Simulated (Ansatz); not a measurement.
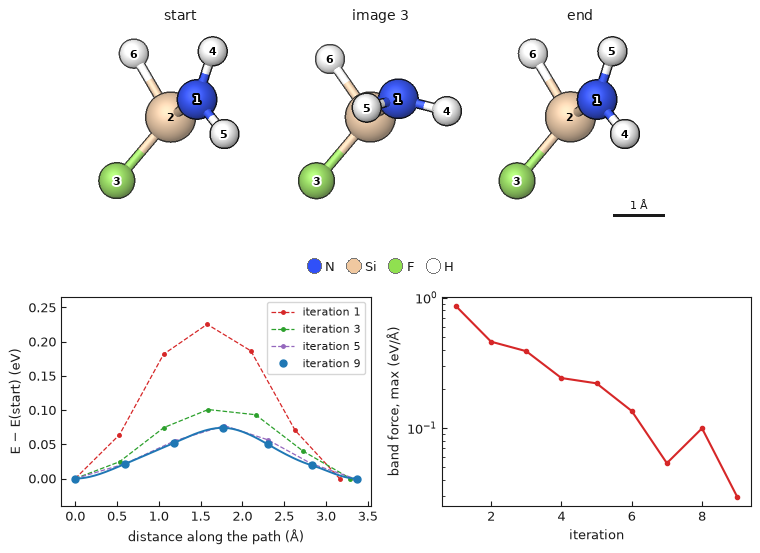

A search for the minimum-energy path of SiNH$_{3}$F (multiplicity 2) by the nudged elastic band. Images are numbered from 0 (start) to 6 (end). The plot follows the band through its iterations. Style: ball-and-stick. Shown from a free direction.

These are results of Ansatz 0.2.0, UKS PBE/def2-SVP, not measurements. Settings: 5 movable images; climbing image; force threshold 0.03 eV/Å; iteration limit 60; starting path by image-dependent pair potential.

Question: How did the profile develop, and is the result final?

Answer: The result is final at these settings. The band converged in 9 iterations. The largest component of the band force went from 0.86 to 0.03 eV/Å. The climbing image converged on the top of the path. Its vibrational analysis gives one imaginary mode (175i cm⁻¹), as a transition state must have. The first iteration put the highest image at 0.225 eV. The barrier is about 0.074 eV in both directions, with image 3 at the top; the ends have the same energy.

The run took about 80 core-seconds on a shared host.
